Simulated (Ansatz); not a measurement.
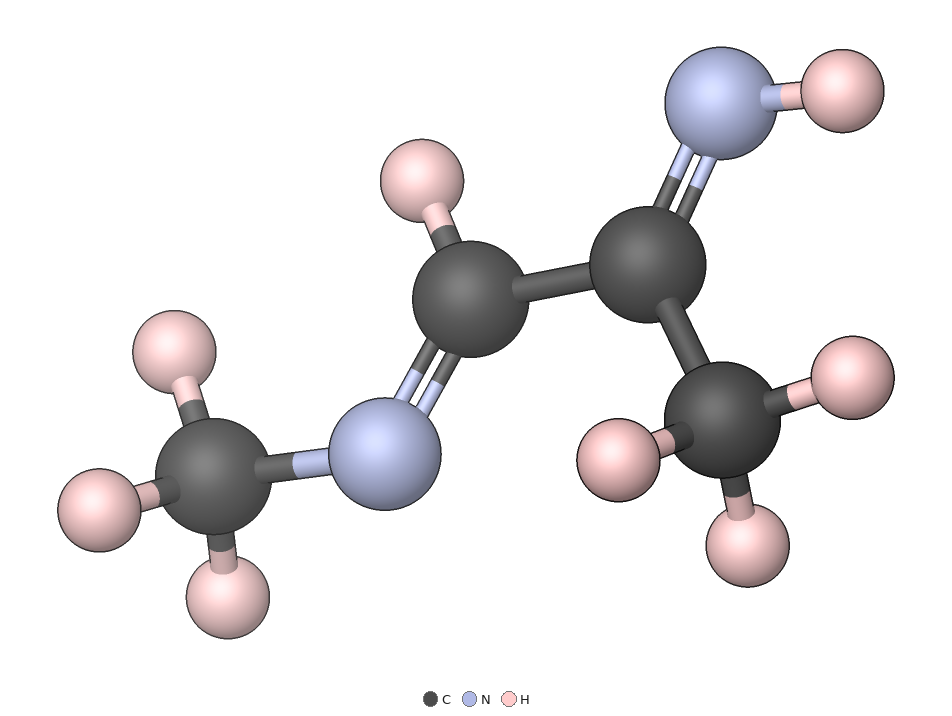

Ball-and-stick drawing of a structure. Double and triple bonds are drawn as two and three sticks.

**What is the molecular formula?**

C₄H₈N₂, 14 atoms: 4 carbon, 8 hydrogen and 2 nitrogen.

**How many bonds of each kind are drawn?**

7 C–H, 3 C–N, 2 C–C, 1 N–H.

The parts below concern this one geometry. Atoms keep their numbers from picture to picture. The geometry was computed by an optimisation with PBE0-D4/def2-TZVP. No frequency run is at hand to confirm it as a minimum.

Geometry

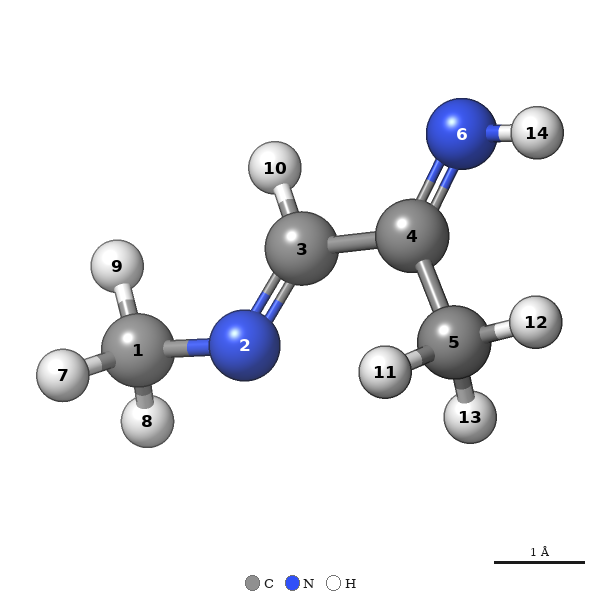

Numbered structure. No frequency run is at hand to confirm it as a minimum.

**What is the geometry at C5?**

C5 has 4 neighbours (C4 at 1.49, H11 at 1.09, H12 at 1.09, H13 at 1.09 Å); the arrangement is tetrahedral.

**Describe the coordination of atom 4.**

C4 has 3 neighbours (C3 at 1.48, C5 at 1.49, N6 at 1.27 Å); the arrangement is trigonal planar.

**Describe the coordination of atom 2.**

N2 has 2 neighbours (C1 at 1.44, C3 at 1.26 Å); the arrangement is bent.

**What is the geometry at N6?**

N6 has 2 neighbours (C4 at 1.27, H14 at 1.02 Å); the arrangement is bent.

**What is the dihedral angle C1–N2–C3–C4?**

180° in size, that is anti.

Levels of theory compared

No frequency run is at hand to confirm it as a minimum. Program: Ansatz 0.2.0.

At this fixed geometry, give HOMO energy (eV) at these levels: B3LYP-D4/def2-TZVPP; PBE-D4/def2-TZVPP; PBE0-D4/def2-TZVPP; r2SCAN-D4/def2-TZVPP; ωB97M-V/def2-TZVPP; ωB97X-V/def2-TZVPP.

```tsv
level	HOMO energy (eV)
B3LYP-D4/def2-TZVPP	−7.25
PBE-D4/def2-TZVPP	−5.99
PBE0-D4/def2-TZVPP	−7.47
r2SCAN-D4/def2-TZVPP	−6.29
ωB97M-V/def2-TZVPP	−9.86
ωB97X-V/def2-TZVPP	−9.94
```

Dipole moment

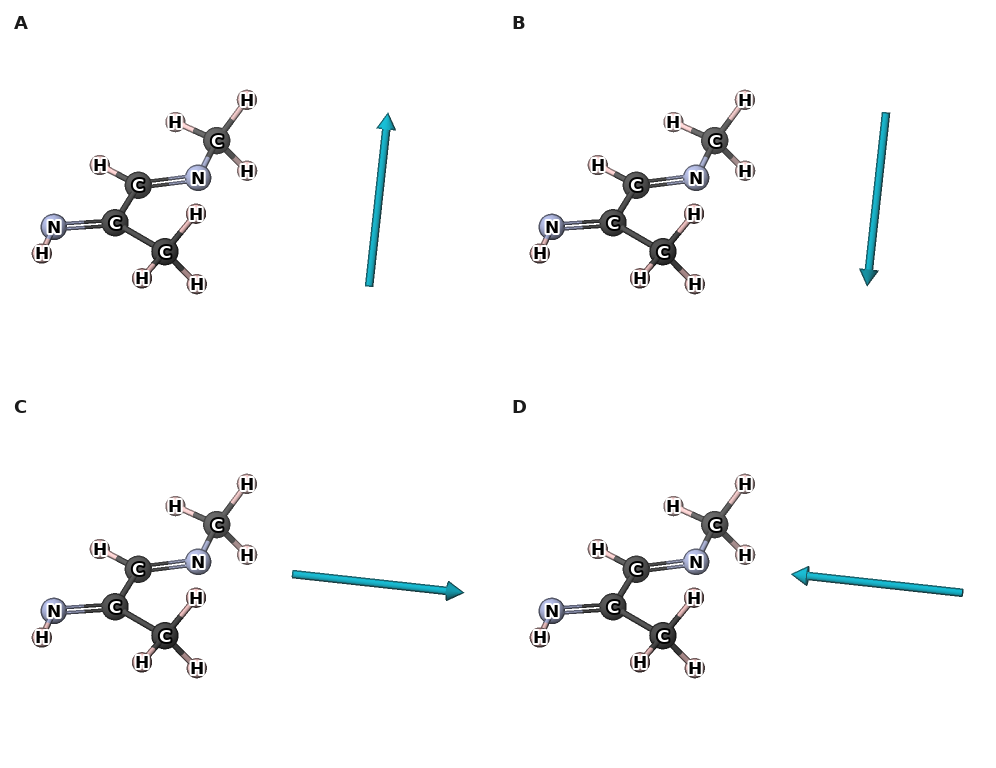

The same molecule four times, each with an arrow. No frequency run is at hand to confirm it as a minimum. Method: RKS ωB97M-V/def2-TZVPP (Ansatz 0.2.0).

**Which arrow points along the dipole moment, from the negative to the positive end?**

C. The dipole moment is 1.10 D.

Charges

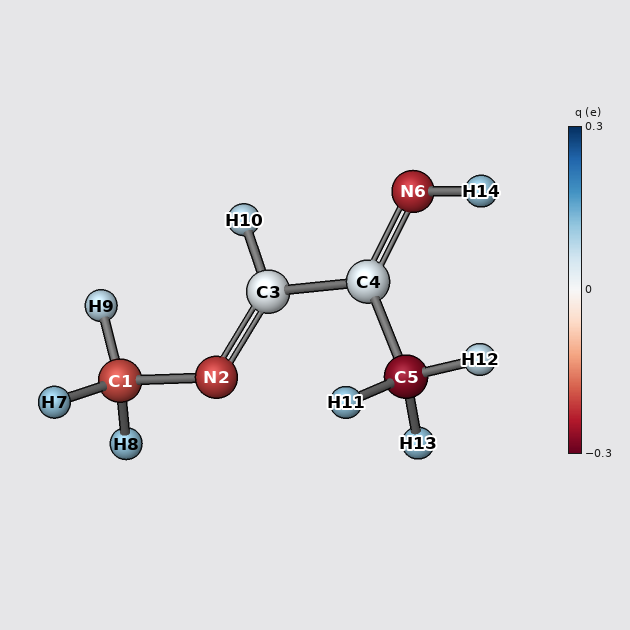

Atoms are coloured by their Mulliken charges. No frequency run is at hand to confirm it as a minimum. Method: RKS ωB97M-V/def2-TZVPP (Ansatz 0.2.0).

Give the Mulliken charges atom by atom.

| atom | value (e) |
| --- | --- |
| C1 | −0.19 |
| N2 | −0.21 |
| C3 | 0.02 |
| C4 | 0.03 |
| C5 | −0.27 |
| N6 | −0.22 |
| H7 | 0.12 |
| H8 | 0.12 |
| H9 | 0.08 |
| H10 | 0.09 |
| H11 | 0.12 |
| H12 | 0.08 |
| H13 | 0.12 |
| H14 | 0.12 |

Mulliken values depend strongly on the basis set and can even reverse the polarity of a bond.
